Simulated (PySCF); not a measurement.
**C$_{5}$H$_{13}$NOSi (SMILES CO[SiH2]NC1CCC1): density, localisation and related maps**

Input file:

```
{"job": {"kind": "nmr", "xc": "PBE0", "basis": "pcSseg-1"}, "charge": 0, "multiplicity": 1}
C      3.883113     0.243898     0.000083
O      2.578355     0.641471     0.258847
Si     1.266366    -0.308299     0.116385
N      0.099724     0.696579     0.858106
C     -1.317535     0.532667     0.769473
C     -1.848563    -0.909926     0.747824
C     -2.719812    -0.566212    -0.468721
C     -1.997491     0.781263    -0.600207
H      4.535504     1.109820     0.119467
H      3.983565    -0.143206    -1.017137
H      4.195693    -0.537645     0.697397
H      1.064928    -0.658992    -1.301446
H      1.431292    -1.556183     0.875288
H      0.368797     1.660903     0.989052
H     -1.789340     1.123596     1.562177
H     -1.066029    -1.625477     0.522387
H     -2.378218    -1.229251     1.642550
H     -2.620947    -1.235744    -1.319934
H     -3.775063    -0.463694    -0.223483
H     -2.632670     1.662286    -0.665525
H     -1.270589     0.799088    -1.408353
```

Launched as:

```sh
OMP_NUM_THREADS=1 python probes_run.py task.json out
```

Geometry: GFN2-xTB.

Theory: PBE0/pcSseg-1, SCF density, gas phase, non-relativistic (PySCF).

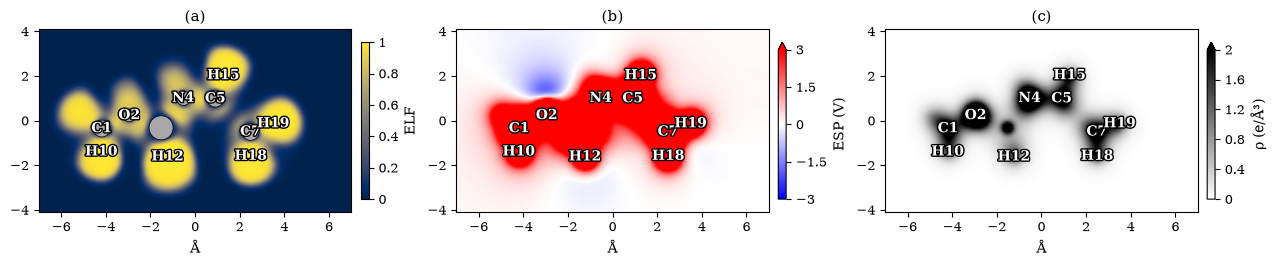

Figure 1. (a) electron localisation function; (b) molecular electrostatic potential; (c) electron density on the plane of atoms H18, C7 and H19. Grey discs cover the atomic cores in the ELF map.

> What do the fields say about this system?

Atoms in the plane: C, O, N and H.
C–O (1.39 Å): ρ at the midpoint is about 2.1 e/Å³, with its minimum of 1.8 e/Å³ about 0.5 Å from C; the ELF peaks at about 0.90 between the atoms (a shared but strongly polarised pair).
C–N (1.43 Å): ρ at the midpoint is about 2 e/Å³; the ELF peaks at about 0.95 between the atoms: localised, covalent bonding.
C–H (1.09 Å): ρ is about 2 e/Å³ halfway; the ELF climbs to about 1 towards the hydrogen, as it does in any bond to H (a covalent bond by its length).
The ELF also peaks beside O2, away from the bonds: lone-pair regions.
Outside the dense part of the molecule the potential is most negative (−1.8 V) near O2.

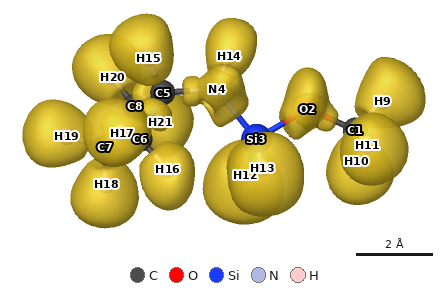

Figure 2. Isosurface of the electron localisation function at 0.75 (yellow), seen at a tilt. Core shells and regions of very low density are left out.

> Identify the bonds, lone pairs and shells in this picture.

The ELF exceeds this value in four regions between bonded C–C atoms (shared pairs), twelve regions around hydrogen nuclei, one region on O in which the atom's valence shell and bonds are merged and one joined region spread over several atoms (H, N), in which their bonds and any lone pairs are merged.

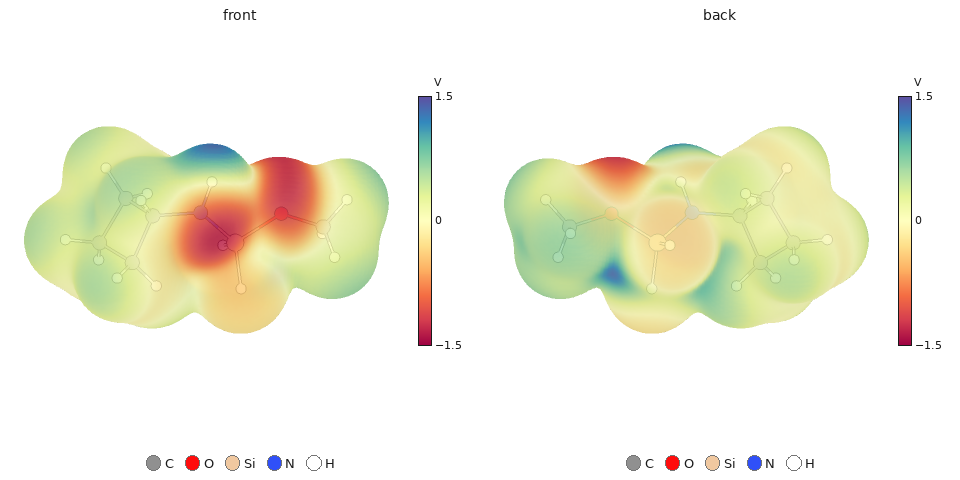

Figure 3. The molecular electrostatic potential painted on the density surface at 0.002 e/bohr³, seen from the front and from behind; the colour scale runs from red (negative) to blue (positive).

> Describe the electrostatic potential map.

The most negative region (about −1.3 V, or −30 kcal/mol for a unit charge) lies over O2 and N4, the most positive (about +1.3 V, or +30 kcal/mol for a unit charge) over Si3 and H14.
